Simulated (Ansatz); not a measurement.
## Nudged elastic band, with input and output: GeHCl$_{4}$F

The run: nudged elastic band of GeHCl$_{4}$F. Method and program: RKS B3LYP/def2-SVP (Ansatz 0.2.0).

It belongs to a series of runs on one base structure; here: band between the two ends. Figures and captions count atoms from 1; the log counts them from 0 in places.

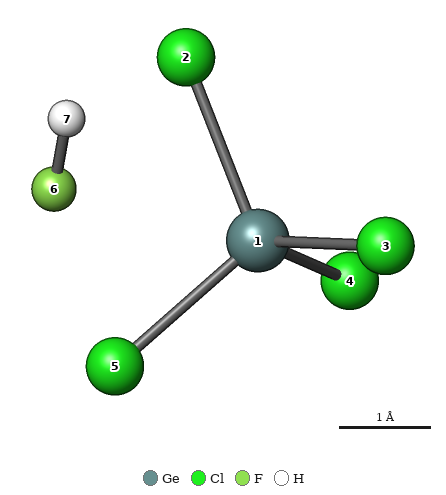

**Figure 1.** The input geometry (ball-and-stick view, seen at a tilt; atoms are numbered from 1 in the order of the input). Sticks mark near contacts.

Input file
```yaml
crystal:
  periodic: [false, false, false]
  atoms:
    - { symbol: Ge, position_ang: [0.282658, -5.0e-06, -0.113078] }
    - { symbol: Cl, position_ang: [0.25053, -4.3e-05, 2.060413] }
    - { symbol: Cl, position_ang: [2.347809, 6.4e-05, -0.700478] }
    - { symbol: Cl, position_ang: [-0.6577, 1.770062, -0.854645] }
    - { symbol: Cl, position_ang: [-0.657606, -1.770101, -0.854699] }
    - { symbol: F, position_ang: [-2.74757, -6.0e-05, 1.264696] }
    - { symbol: H, position_ang: [-2.099921, 8.3e-05, 1.931691] }
basis:
  gaussian: { orbitals: def2-SVP }
hamiltonian:
  xc: b3lyp
neb:
  order_check: false
  images: 5
  f_tol: 0.03
  max_iterations: 60
  final_atoms:
    - { symbol: Ge, position_ang: [-0.33509681, -3.0e-08, -0.75384552] }
    - { symbol: Cl, position_ang: [-0.64567827, 5.32e-06, 3.92520608] }
    - { symbol: Cl, position_ang: [1.70525189, 4.688e-05, -0.14044445] }
    - { symbol: Cl, position_ang: [-0.83825342, 1.76599697, -1.8371774] }
    - { symbol: Cl, position_ang: [-0.838175, -1.76602503, -1.83716815] }
    - { symbol: F, position_ang: [-1.30747478, -1.783e-05, 0.6909899] }
    - { symbol: H, position_ang: [-1.02237362, -6.28e-06, 2.68633953] }
  initial_path:
    images:
      - { positions_ang: [[0.282658, -5.0e-06, -0.113078], [0.25053, -4.3e-05, 2.060413], [2.347809, 6.4e-05, -0.700478], [-0.6577, 1.770062, -0.854645], [-0.657606, -1.770101, -0.854699], [-2.74757, -6.0e-05, 1.264696], [-2.099921, 8.3e-05, 1.931691]] }
      - { positions_ang: [[0.19261877, -2.4e-07, -0.070197], [0.14314185, -2.853e-05, 2.23500405], [2.27491643, 5.843e-05, -0.6852421], [-0.7745718, 1.78387271, -0.82228982], [-0.77448856, -1.78390262, -0.82232932], [-2.46034639, -4.823e-05, 1.03579316], [-1.88307031, 4.848e-05, 1.86316102]] }
      - { positions_ang: [[0.10257954, 4.52e-06, -0.027316], [0.0357537, -1.405e-05, 2.4095951], [2.20202386, 5.286e-05, -0.6700062], [-0.8914436, 1.79768342, -0.78993464], [-0.89137111, -1.79770425, -0.78995963], [-2.17312277, -3.646e-05, 0.80689032], [-1.66621961, 1.395e-05, 1.79463105]] }
      - { positions_ang: [[0.01254032, 9.29e-06, 0.015565], [-0.07163446, 4.2e-07, 2.58418615], [2.12913128, 4.729e-05, -0.6547703], [-1.00831539, 1.81149413, -0.75757947], [-1.00825367, -1.81150587, -0.75758995], [-1.88589916, -2.468e-05, 0.57798749], [-1.44936892, -2.057e-05, 1.72610107]] }
      - { positions_ang: [[-0.10333873, 6.18e-06, -0.24090517], [-0.26298239, 2.05e-06, 3.0311928], [1.98783815, 4.715e-05, -0.48332835], [-0.95162807, 1.79632841, -1.11744544], [-0.95156078, -1.79634559, -1.11744935], [-1.69309103, -2.24e-05, 0.61565496], [-1.30703715, -1.581e-05, 2.04618056]] }
      - { positions_ang: [[-0.21921777, 3.08e-06, -0.49737535], [-0.45433033, 3.69e-06, 3.47819944], [1.84654502, 4.702e-05, -0.3118864], [-0.89494074, 1.78116269, -1.47731142], [-0.89486789, -1.78118531, -1.47730875], [-1.5002829, -2.012e-05, 0.65332243], [-1.16470539, -1.104e-05, 2.36626005]] }
      - { positions_ang: [[-0.33509681, -3.0e-08, -0.75384552], [-0.64567827, 5.32e-06, 3.92520608], [1.70525189, 4.688e-05, -0.14044445], [-0.83825342, 1.76599697, -1.8371774], [-0.838175, -1.76602503, -1.83716815], [-1.30747478, -1.783e-05, 0.6909899], [-1.02237362, -6.28e-06, 2.68633953]] }
```

Machine: 4 threads of Arm Neoverse V1, 24 GiB of memory available, shared host.

Run as:
```bash
ansatz run input.yaml --threads 4 --pin off --max-ram 5120MiB --backend cpu --events-out ev --progress --plain --runs-dir out
```

Output
```
Engine: ansatz 0.2.0, aarch64-unknown-linux-gnu
Functional definition: B3LYP
  parameter a0 = 0.2
  parameter ax = 0.72
  parameter ac = 0.81
  exchange = (1 - a0 - ax)*slater_x + ax*b88_x + a0*exact_x
  correlation = (1 - ac)*vwn_rpa_c + ac*lyp_c
1206 factors; integrals over basis functions are off by at most 3.6e-4 eV
mean field evaluation 1: about -109321.3129 eV, gradient 4.1e1 eV
mean field evaluation 2: about -109318.0689 eV, gradient 6.0e1 eV
mean field evaluation 4: about -109324.1129 eV, gradient 1.3e0 eV
mean field evaluation 8: about -109324.1317 eV, gradient 2.7e-2 eV
mean field -109324.13169523 eV, -4017.5877372417 hartree, gradient 5.0e-5 eV, S^2 0.000000; 0 other end points of the search recorded, 0 dependent functions left out
the calculation of the forces begins
reference -109324.13193934 eV, -4017.5877462124 hartree; 55, 55 occupied and 68, 68 virtual orbitals, 1206 factors
1208 factors; integrals over basis functions are off by at most 7.9e-4 eV
mean field evaluation 16: about -109316.0332 eV, gradient 7.2e1 eV
mean field -109324.20723600 eV, -4017.5905133137 hartree, gradient 6.1e-5 eV, S^2 0.000000; 0 other end points of the search recorded, 0 dependent functions left out
[... from here on the field's lines of each further geometry are left out, up to the last ...]
NEB iter   1: max|band force component| = 4.527e0 eV/Å  barrier→ = 2.5859 eV  barrier← = 2.6615 eV  Δτ_max = 0.2000 Å  (184 SCF iters)
NEB iter   2: max|band force component| = 1.823e0 eV/Å  barrier→ = 1.6842 eV  barrier← = 1.7598 eV  Δτ_max = 0.2000 Å  (162 SCF iters)
NEB iter   3: max|band force component| = 9.127e-1 eV/Å  barrier→ = 1.3122 eV  barrier← = 1.3877 eV  Δτ_max = 0.2000 Å  (151 SCF iters)
NEB iter   4: max|band force component| = 1.141e0 eV/Å  barrier→ = 1.0792 eV  barrier← = 1.1547 eV  Δτ_max = 0.1003 Å  (148 SCF iters)
NEB iter   5: max|band force component| = 9.792e-1 eV/Å  barrier→ = 0.9346 eV  barrier← = 1.0102 eV  Δτ_max = 0.0734 Å  (148 SCF iters)
NEB iter   6: max|band force component| = 6.124e-1 eV/Å  barrier→ = 0.9121 eV  barrier← = 0.9876 eV  Δτ_max = 0.0565 Å  (144 SCF iters)
NEB iter   7: max|band force component| = 5.684e-1 eV/Å  barrier→ = 0.9199 eV  barrier← = 0.9955 eV  CI = image 2  Δτ_max = 0.1014 Å  (137 SCF iters)
NEB iter   8: max|band force component| = 6.065e-1 eV/Å  barrier→ = 1.0882 eV  barrier← = 1.1637 eV  CI = image 2  Δτ_max = 0.0500 Å  (151 SCF iters)
NEB iter   9: max|band force component| = 3.335e-1 eV/Å  barrier→ = 1.1170 eV  barrier← = 1.1926 eV  CI = image 2  Δτ_max = 0.0374 Å  (146 SCF iters)
NEB iter  10: max|band force component| = 1.839e-1 eV/Å  barrier→ = 1.1201 eV  barrier← = 1.1957 eV  CI = image 2  Δτ_max = 0.0285 Å  (143 SCF iters)
NEB iter  11: max|band force component| = 9.779e-2 eV/Å  barrier→ = 1.1168 eV  barrier← = 1.1924 eV  CI = image 2  Δτ_max = 0.0130 Å  (135 SCF iters)
NEB iter  12: max|band force component| = 5.218e-2 eV/Å  barrier→ = 1.1157 eV  barrier← = 1.1913 eV  CI = image 2  Δτ_max = 0.0094 Å  (120 SCF iters)
the calculation of the forces begins
reference -109324.19915370 eV, -4017.5902162947 hartree; 55, 55 occupied and 68, 68 virtual orbitals, 1208 factors
1209 factors; integrals over basis functions are off by at most 9.4e-4 eV
mean field evaluation 576: about -109323.0163 eV, gradient 1.3e-1 eV
mean field -109323.01637614 eV, -4017.5467500210 hartree, gradient 1.3e-5 eV, S^2 0.000000; 1 other end points of the search recorded, 0 dependent functions left out
the calculation of the forces begins
reference -109323.01661646 eV, -4017.5467588528 hartree; 55, 55 occupied and 68, 68 virtual orbitals, 1209 factors
NEB iter  13: max|band force component| = 2.446e-2 eV/Å  barrier→ = 1.1153 eV  barrier← = 1.1909 eV  CI = image 2  Δτ_max = 0.0000 Å  (257 SCF iters)
```

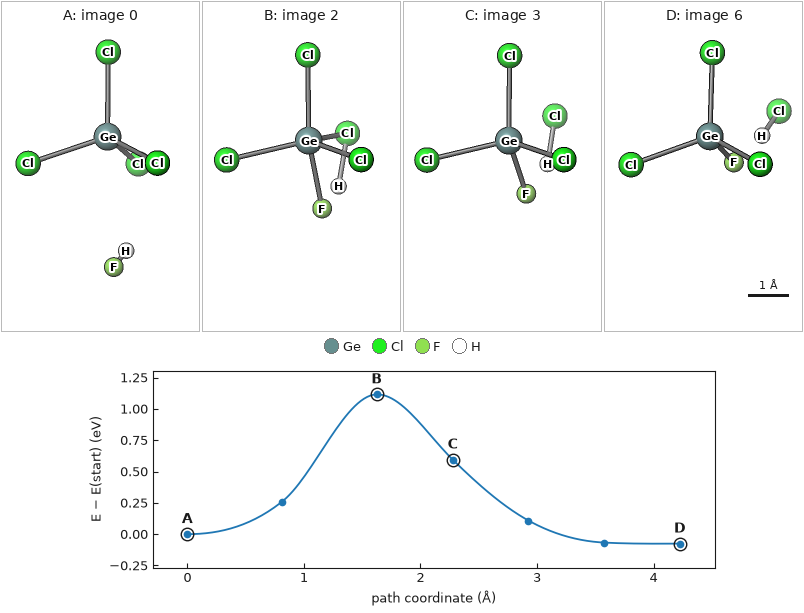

**Figure 2.** Images of the last band (counted from 0; ball-and-stick, seen at an oblique angle) above the energy along the path; the line is a cubic interpolation that uses the forces. The highest image is number 2, 1.115 eV above the start and 1.191 eV above the end (the climbing image); the end lies 0.076 eV below the start. The path is 4.23 Å long. The band converged in 13 iterations.

```
Total energy: -109323.01661646 eV, -4017.5467588528 hartree
Atom 0 at    -0.284603     0.000011    -0.113979 Å, force     0.014083    -0.000002     0.012543 eV/Å
Atom 1 at     0.047243    -0.000057     2.473635 Å, force     0.003209    -0.000003    -0.002208 eV/Å
Atom 2 at     1.883398     0.000074    -0.282217 Å, force     0.010860     0.000001    -0.001838 eV/Å
Atom 3 at    -0.825222     1.840844    -1.079760 Å, force    -0.002979     0.007812    -0.004483 eV/Å
Atom 4 at    -0.825156    -1.840864    -1.079710 Å, force    -0.002976    -0.007812    -0.004480 eV/Å
Atom 5 at    -1.951184     0.000017     0.872735 Å, force    -0.031900     0.000003    -0.001719 eV/Å
Atom 6 at    -1.326276    -0.000025     1.943195 Å, force     0.009704     0.000001     0.002186 eV/Å
Dipole moment:    -0.075073    -0.000007     0.110013 e Å
this run last wrote the band of iteration 13 to [file]
```

The last band as extended XYZ (Å, eV, eV/Å)
```
7
Properties=species:S:1:pos:R:3:forces:R:3 image=0 energy=-109324.13170
Ge    0.2827    0.0000   -0.1131   -0.0042  -0.0001  -0.0007
Cl    0.2505    0.0000    2.0604   -0.0003   0.0000  -0.0009
Cl    2.3478    0.0001   -0.7005    0.0033   0.0000   0.0002
Cl   -0.6577    1.7701   -0.8546    0.0003   0.0007   0.0007
Cl   -0.6576   -1.7701   -0.8547    0.0003  -0.0006   0.0007
F    -2.7476   -0.0001    1.2647   -0.0016   0.0000  -0.0003
H    -2.0999    0.0001    1.9317    0.0024   0.0000   0.0003
7
Properties=species:S:1:pos:R:3:forces:R:3 image=1 energy=-109323.87174
Ge    0.0102    0.0000   -0.0286    0.2818   0.0000   0.0846
Cl    0.1912    0.0000    2.2067    0.1522   0.0000  -0.2621
Cl    2.1133    0.0001   -0.4725    0.2187   0.0000  -0.1974
Cl   -0.7839    1.7851   -0.9225    0.0326  -0.0534   0.1540
Cl   -0.7838   -1.7851   -0.9225    0.0326   0.0534   0.1540
F    -2.2681    0.0000    1.0362   -0.3065   0.0000   0.1639
H    -1.7607    0.0000    1.8371   -0.4114   0.0000  -0.0970
7
Properties=species:S:1:pos:R:3:forces:R:3 image=2 energy=-109323.01638
Ge   -0.2846    0.0000   -0.1140    0.0141   0.0000   0.0125
Cl    0.0472   -0.0001    2.4736    0.0032   0.0000  -0.0022
Cl    1.8834    0.0001   -0.2822    0.0109   0.0000  -0.0018
Cl   -0.8252    1.8408   -1.0798   -0.0030   0.0078  -0.0045
Cl   -0.8252   -1.8409   -1.0797   -0.0030  -0.0078  -0.0045
F    -1.9512    0.0000    0.8727   -0.0319   0.0000  -0.0017
H    -1.3263    0.0000    1.9432    0.0097   0.0000   0.0022
7
Properties=species:S:1:pos:R:3:forces:R:3 image=3 energy=-109323.53679
Ge   -0.4122    0.0000   -0.3431   -0.1841   0.0000  -0.3264
Cl    0.0516   -0.0001    2.7885    0.0007   0.0000   0.4673
Cl    1.7363    0.0001   -0.1625   -0.2067   0.0000   0.1947
Cl   -0.8527    1.8737   -1.2656   -0.0258   0.0503  -0.2722
Cl   -0.8527   -1.8738   -1.2655   -0.0258  -0.0503  -0.2721
F    -1.8161    0.0000    0.7566    0.1978   0.0000  -0.1956
H    -1.1360    0.0000    2.2256    0.2440   0.0000   0.4043
7
Properties=species:S:1:pos:R:3:forces:R:3 image=4 energy=-109324.02324
Ge   -0.4359    0.0000   -0.5284   -0.0411   0.0000  -0.1498
Cl   -0.0366   -0.0001    3.1715   -0.0063   0.0000   0.2976
Cl    1.6161    0.0001    0.0511   -0.1107   0.0000   0.1128
Cl   -0.8385    1.8360   -1.5329   -0.0333  -0.0296  -0.2069
Cl   -0.8384   -1.8360   -1.5328   -0.0333   0.0296  -0.2069
F    -1.6720    0.0000    0.7108    0.1275   0.0000  -0.0050
H    -1.0764    0.0000    2.3947    0.0972   0.0000   0.1582
7
Properties=species:S:1:pos:R:3:forces:R:3 image=5 energy=-109324.19889
Ge   -0.4188    0.0000   -0.6692   -0.0015   0.0000  -0.0121
Cl   -0.2369    0.0000    3.6109   -0.0101   0.0000   0.0375
Cl    1.5585    0.0001    0.1192   -0.0062   0.0000   0.0002
Cl   -0.8183    1.7731   -1.7832   -0.0035  -0.0055  -0.0212
Cl   -0.8183   -1.7731   -1.7832   -0.0035   0.0055  -0.0212
F    -1.5382    0.0000    0.6665    0.0134   0.0000  -0.0009
H    -1.0098    0.0000    2.5729    0.0114   0.0000   0.0177
7
Properties=species:S:1:pos:R:3:forces:R:3 image=6 energy=-109324.20724
Ge   -0.3351    0.0000   -0.7538   -0.0054   0.0000  -0.0029
Cl   -0.6457    0.0000    3.9252   -0.0078   0.0000  -0.0263
Cl    1.7053    0.0000   -0.1404   -0.0041   0.0000  -0.0016
Cl   -0.8383    1.7660   -1.8372    0.0030  -0.0045   0.0049
Cl   -0.8382   -1.7660   -1.8372    0.0029   0.0045   0.0049
F    -1.3075    0.0000    0.6910    0.0037   0.0000  -0.0030
H    -1.0224    0.0000    2.6863    0.0077   0.0000   0.0240
```

Results in brief

```csv
quantity,value
outcome,converged
"barrier, forward",1.115 eV
"barrier, backward",1.191 eV
wall time,2.9 min (CPU time 11 min)
peak memory,0.4 GiB
```

Remarks

The order of the saddle point was not checked.
